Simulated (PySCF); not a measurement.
**MP2/x2c-TZVPall (sfX2C) run of BHBrOF (SMILES OB(F)Br)**

What is the vertical singlet–triplet gap of BHBrOF at MP2/x2c-TZVPall (sfX2C)? Input form: a Python script.

The calculation is run with PySCF 2.14.0.

### 1 The system as given

BHBrOF: 5 atoms, total charge 0, spin state singlet. As SMILES, `OB(F)Br`. The shape is that of a PBE0-D4/def2-TZVP optimisation. This is one conformer, not always the lowest.

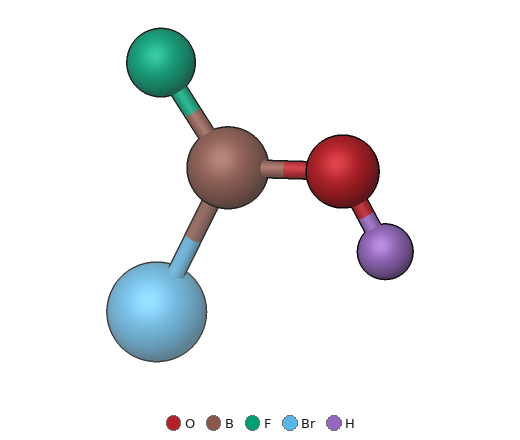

The structure, seen from a chosen angle (oxygen red, boron brown, fluorine teal, bromine blue, hydrogen purple).

### 2 A single-point energy at MP2/x2c-TZVPall (sfX2C)

Input file input.py:

```python
from pyscf import gto, mp

mol = gto.M(
    atom='''
O    0.569500   0.867200   0.320300
B    0.066600  -0.363700   0.155800
F    0.507600  -1.341700   0.914000
Br  -1.288700  -0.759000  -1.159600
H    0.194900   1.523600  -0.271900
''',
    verbose=3,
    max_memory=1860,
    basis='x2c-tzvpall',
)

calc0 = mol.RHF()
calc0 = calc0.sfx2c1e()
calc0.conv_tol = 1e-10
calc0.kernel()
if not calc0.converged:
    calc0 = calc0.newton().run(calc0.mo_coeff, calc0.mo_occ)

pt = mp.MP2(calc0, frozen=12).run()
energy = pt.e_tot
print(f'total energy: {energy:.8f} hartree')
```

Run with:

```bash
OMP_NUM_THREADS=1 python input.py
```

What it wrote:

```text
converged SCF energy = -2804.41362370424
E(RMP2) = -2805.2703634814  E_corr = -0.856739777152964
E(SCS-RMP2) = -2805.23467652435  E_corr = -0.821052820103971
total energy: -2805.27036348 hartree
```

Wall time 14 s (1 thread of Arm Neoverse V1, shared host); peak memory 0.76 GiB.

### 3 The triplet at the same level

Input file calc.py:

```python
from pyscf import gto, mp

mol = gto.Mole()
mol.atom = '''
O      0.569500     0.867200     0.320300
B      0.066600    -0.363700     0.155800
F      0.507600    -1.341700     0.914000
Br    -1.288700    -0.759000    -1.159600
H      0.194900     1.523600    -0.271900
'''
mol.spin = 2
mol.basis = 'x2c-tzvpall'
mol.charge = 0
mol.verbose = 4
mol.max_memory = 1860
mol.build()

mf = mol.UHF()
mf = mf.sfx2c1e()
mf.conv_tol = 1e-10
mf.kernel()
if not mf.converged:
    mf = mf.newton().run(mf.mo_coeff, mf.mo_occ)

pt = mp.MP2(mf, frozen=12).run()
e_tot = pt.e_tot
print('E(%s) = %.9f' % ('MP2', e_tot))
```

Run with:

```bash
OMP_NUM_THREADS=1 python calc.py
```

What it wrote:

```text
PySCF version 2.14.0

[INPUT] num. atoms = 5
[INPUT] num. electrons = 58
[INPUT] charge = 0
[INPUT] spin (= nelec alpha-beta = 2S) = 2
[INPUT] symmetry False subgroup None
[INPUT] Mole.unit = angstrom
[INPUT] Symbol           X                Y                Z      unit          X                Y                Z       unit  Magmom
[INPUT]  1 O      0.569500000000   0.867200000000   0.320300000000 AA    1.076199027940   1.638770495223   0.605279277698 Bohr   0.0
[INPUT]  2 B      0.066600000000  -0.363700000000   0.155800000000 AA    0.125855759896  -0.687293391504   0.294419330207 Bohr   0.0
[INPUT]  3 F      0.507600000000  -1.341700000000   0.914000000000 AA    0.959224980829  -2.535445541329   1.727209677852 Bohr   0.0
[INPUT]  4 Br    -1.288700000000  -0.759000000000  -1.159600000000 AA   -2.435290056727  -1.434302128545  -2.191326414046 Bohr   0.0
[INPUT]  5 H      0.194900000000   1.523600000000  -0.271900000000 AA    0.368307621678   2.879186723387  -0.513816533269 Bohr   0.0

nuclear repulsion = 223.241259780659
number of shells = 18
number of NR pGTOs = 249
number of NR cGTOs = 147
basis = x2c-tzvpall
ecp = {}

******** <class 'pyscf.x2c.sfx2c1e.sfX2C1eUHF'> ********
method = sfX2C1eUHF
initial guess = minao
damping factor = 0
level_shift factor = 0
DIIS = <class 'pyscf.scf.diis.CDIIS'>
diis_start_cycle = 1
diis_space = 8
diis_damp = 0
SCF conv_tol = 1e-10
SCF conv_tol_grad = None
SCF max_cycles = 50
direct_scf = True
direct_scf_tol = 1e-13
number electrons alpha = 30  beta = 28

******** <class 'pyscf.x2c.sfx2c1e.SpinFreeX2CHelper'> ********
approx = 1e
xuncontract = 1
Set gradient conv threshold to 1e-05
init E= -2804.90662521866
[... the frontier-level lines of each cycle are left out ...]


[... 4 lines left out ...]
[... 5 lines left out ...]
[... 5 lines left out ...]
[... 5 lines left out ...]
[... 5 lines left out ...]
[... 5 lines left out ...]
[... 5 lines left out ...]
[... 5 lines left out ...]
[... 5 lines left out ...]
[... 5 lines left out ...]
[... 6 lines left out ...]
[... 5 lines left out ...]
[... 5 lines left out ...]
[... 5 lines left out ...]
[... 5 lines left out ...]
[... 5 lines left out ...]
[... 5 lines left out ...]
[... 5 lines left out ...]

cycle= 49 E= -2804.1200294936  delta_E= -0.00095  |g|= 0.00678  |ddm|= 0.743


cycle= 50 E= -2804.12027461087  delta_E= -0.000245  |g|= 0.00766  |ddm|= 0.228
SCF not converged.
SCF energy = -2804.12027461087 after 50 cycles  <S^2> = 2.0121553  2S+1 = 3.0080926

******** <class 'pyscf.soscf.newton_ah.SecondOrdersfX2C1eUHF'> ********
method = SecondOrdersfX2C1eUHF
initial guess = minao
damping factor = 0
level_shift factor = 0
DIIS = <class 'pyscf.scf.diis.CDIIS'>
diis_start_cycle = 1
diis_space = 8
diis_damp = 0
SCF conv_tol = 1e-10
SCF conv_tol_grad = None
SCF max_cycles = 50
direct_scf = True
direct_scf_tol = 1e-13
number electrons alpha = 30  beta = 28

******** <class 'pyscf.x2c.sfx2c1e.SpinFreeX2CHelper'> ********
approx = 1e
xuncontract = 1
******** <class 'pyscf.x2c.sfx2c1e.sfX2C1eUHF'> Newton solver flags ********
SCF tol = 1e-10
conv_tol_grad = None
max. SCF cycles = 50
direct_scf = True
direct_scf_tol = 1e-13
max_cycle_inner = 12
max_stepsize = 0.05
ah_start_tol = 1e+09
ah_level_shift = 0
ah_conv_tol = 1e-12
ah_lindep = 1e-14
ah_start_cycle = 1
ah_max_cycle = 40
ah_grad_trust_region = 2.5
kf_interval = 4
kf_trust_region = 5
canonicalization = True
Set conv_tol_grad to 1e-05


Initial guess E= -2804.12027461087  |g|= 0.00765941
macro= 0  E= -2804.12953017943  delta_E= -0.00925557  |g|= 0.0590976  4 KF 25 JK
macro= 1  E= -2804.13640661384  delta_E= -0.00687643  |g|= 0.00630445  4 KF 17 JK
macro= 2  E= -2804.13655519642  delta_E= -0.000148583  |g|= 1.12889e-05  6 KF 30 JK
macro= 3  E= -2804.13655519641  delta_E= 5.91172e-12  |g|= 2.2544e-06  1 KF 2 JK
Canonicalize SCF orbitals
macro X = 4  E=-2804.13655519641  |g|= 2.2544e-06  total 16 KF 79 JK
converged SCF energy = -2804.13655519641  <S^2> = 2.0137674  2S+1 = 3.0091643

******** <class 'pyscf.mp.ump2.UMP2'> ********
nocc = (np.int64(18), np.int64(16)), nmo = (135, 135)
frozen orbitals 12
E(UMP2) = -2804.97248232203  E_corr = -0.835927125622833
E(SCS-UMP2) = -2804.93658123483  E_corr = -0.800026038421947
E_corr(same-spin) = -0.234330591144753
E_corr(oppo-spin) = -0.60159653447808
E(MP2) = -2804.972482322
```

Wall time 2 min (1 thread of Arm Neoverse V1, shared host); peak memory 1.1 GiB.

### 4 Results

At MP2/x2c-TZVPall (sfX2C), 12 core orbitals frozen:

| quantity | value |
| --- | --- |
| singlet: total energy | -2805.27036 Eh |
| singlet: dipole moment (Hartree–Fock density) | 1.99 D |
| singlet: HOMO energy (Hartree–Fock orbitals) | -11.89 eV |
| singlet: LUMO energy (Hartree–Fock orbitals) | 2.99 eV |
| singlet: HOMO–LUMO gap (Hartree–Fock orbitals) | 14.88 eV |
| singlet: correlation energy (12 core orbitals frozen) | -856.7 mEh |
| triplet: total energy | -2804.97248 Eh |
| triplet: dipole moment (Hartree–Fock density) | 5.07 D |
| triplet: HOMO energy (Hartree–Fock orbitals) (highest over α and β) | -4.05 eV |
| triplet: LUMO energy (Hartree–Fock orbitals) (lowest over α and β) | -2.90 eV |
| triplet: correlation energy (12 core orbitals frozen) | -835.9 mEh |
| triplet: ⟨S²⟩ of the reference determinant | 2.014 |
| vertical energy of the triplet above the singlet | 8.106 eV |

**Reading.** At this shape the triplet lies 8.11 eV (187 kcal/mol) above the singlet.
